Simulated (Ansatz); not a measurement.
CdGePt₂Se₄ (I-42m, No. 121): coordinates from a relaxation (final pressure about 5.5 GPa) with Ansatz, DFT, PAW plane waves, r2scan; the starting structure was generated, so it need not be a known form of this composition.

```yaml
crystal:
  lattice:
    - [5.76587, 0.00000, 0.00000]
    - [0.00000, 5.76587, 0.00000]
    - [0.00000, 0.00000, 11.08727]
  atoms:
    - { symbol: Ge, position: [0.50000, 0.50000, 0.00000] }
    - { symbol: Pt, position: [0.00000, 0.50000, 0.75000] }
    - { symbol: Pt, position: [0.50000, 0.00000, 0.75000] }
    - { symbol: Se, position: [0.76522, 0.76522, 0.63281] }
    - { symbol: Se, position: [0.26522, 0.73478, 0.86719] }
    - { symbol: Se, position: [0.23478, 0.23478, 0.63281] }
    - { symbol: Se, position: [0.73478, 0.26522, 0.86719] }
    - { symbol: Cd, position: [0.00000, 0.00000, 0.00000] }
    - { symbol: Ge, position: [0.00000, 0.00000, 0.50000] }
    - { symbol: Pt, position: [0.50000, 0.00000, 0.25000] }
    - { symbol: Pt, position: [0.00000, 0.50000, 0.25000] }
    - { symbol: Se, position: [0.26522, 0.26522, 0.13281] }
    - { symbol: Se, position: [0.76522, 0.23478, 0.36719] }
    - { symbol: Se, position: [0.73478, 0.73478, 0.13281] }
    - { symbol: Se, position: [0.23478, 0.76522, 0.36719] }
    - { symbol: Cd, position: [0.50000, 0.50000, 0.50000] }
```

What will a HAADF-like image along [101] show? The image is simulated as a sum over atoms of Z^1.8, blurred by a 0.53 Å probe (no channelling). Shot noise was added.

Answer. The projected structure repeats with a cell of 2.88 × 5.12 Å, 90°; columns of different content but nearly equal brightness can make the image look more symmetric. The brightest columns hold 1 Pt per repeat; in falling brightness follow 1 Cd (about 40 %), 1 Se (about 20 %), 1 Ge (about 20 %). Brightness is counted from the darkest point of the image. The shortest distance between visible columns is 1.04 Å in projection (between Se columns). Along the beam the structure repeats every 12.50 Å.

| column | atoms along the beam per repeat | peak brightness |
| --- | --- | --- |
| Pt | 1 Pt | 100 % |
| Cd | 1 Cd | 40 % |
| Se | 1 Se | 20 % |
| Ge | 1 Ge | 20 % |

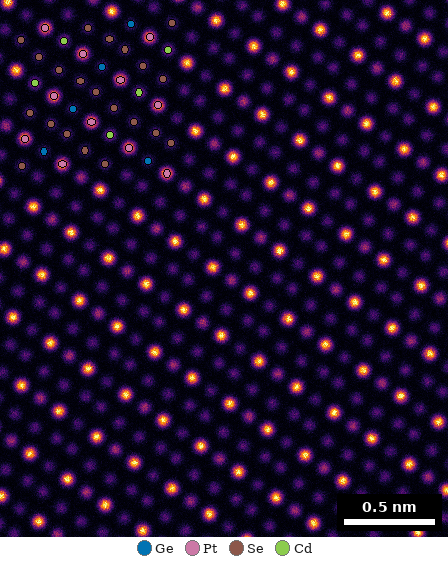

The simulated image, with the columns of the model marked in one corner.
